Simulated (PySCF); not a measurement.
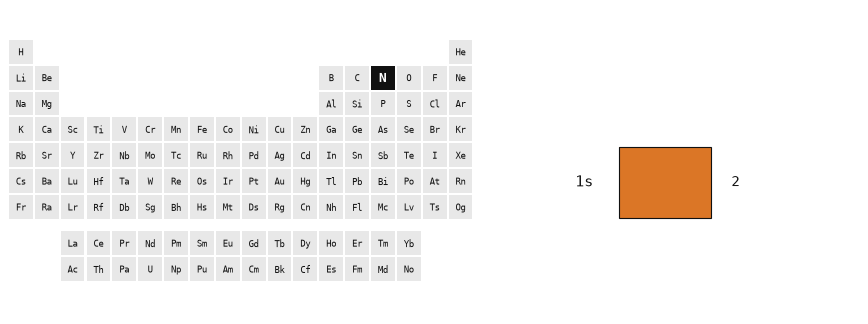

Left, the place of nitrogen in the periodic table; right, the outer shells of the nominal configuration: a box for each of the 2l + 1 orbitals, shaded by the share of the shell that is filled, with the electron count at the right.

# N⁵⁺: atomic calculation

- system: N⁵⁺, configuration 1s2, multiplicity 1.
- method: unrestricted HF, even-tempered 17s7p4d3f3g, spin-free X2C-1e, Gaussian nucleus (PySCF)

Output (extracts):
```
damping factor = 0
level_shift factor = 0
DIIS = <class 'pyscf.scf.diis.CDIIS'>
diis_start_cycle = 1
diis_space = 10
diis_damp = 0
SCF conv_tol = 1e-09
SCF conv_tol_grad = None
number electrons alpha = 1  beta = 1
cycle= 1 E= -44.7622006644582  delta_E= -1.12e-11  |g|= 9.2e-07  |ddm|= 1.24e-06
converged SCF energy = -44.7622006644582  <S^2> = 0  2S+1 = 1
```

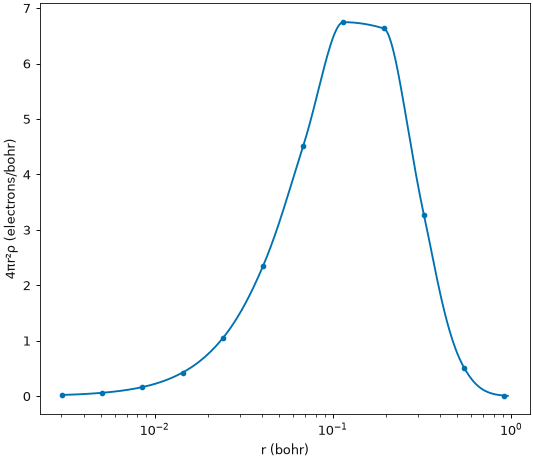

Spherically averaged radial density 4πr²ρ of the mean field; markers are the stored points, which are sparse, and the line is a monotone interpolation between them. The largest stored value is 6.75 electrons/bohr at r = 0.11 bohr. Root-mean-square radii of the shells: 1s 0.262 bohr.

Input:
```python
from pyscf import gto, scf, dft, mp, cc
mol = gto.M(atom="N 0 0 0", charge=5, spin=0, symmetry="D2h",
            basis=gto.etbs([(0, 17, 1.7, 2.2), (1, 7, 2.7, 2.4), (2, 4, 8.1, 2.4), (3, 3, 12, 2.4), (4, 3, 18, 2.4)]),
            nucmod="G")
mf = scf.UHF(mol).sfx2c1e()
mf.irrep_nelec = {'Ag': (1, 1)}
mf.kernel()
```

The script is an equivalent of what the driver set up; the driver started from orbitals of its own, so the log can be shorter than this script's would be, and it computed the properties (radii, ⟨L²⟩, response) afterwards. It held the occupations shell by shell, which the script's counts by irreducible representation don't always enforce.

Summary:

```tsv
quantity	value
outcome	converged
total energy	−44.762201 hartree
SCF iterations	1
hardware	1 CPU thread, shared host
CPU time	1.1 s (integrals apart)
```
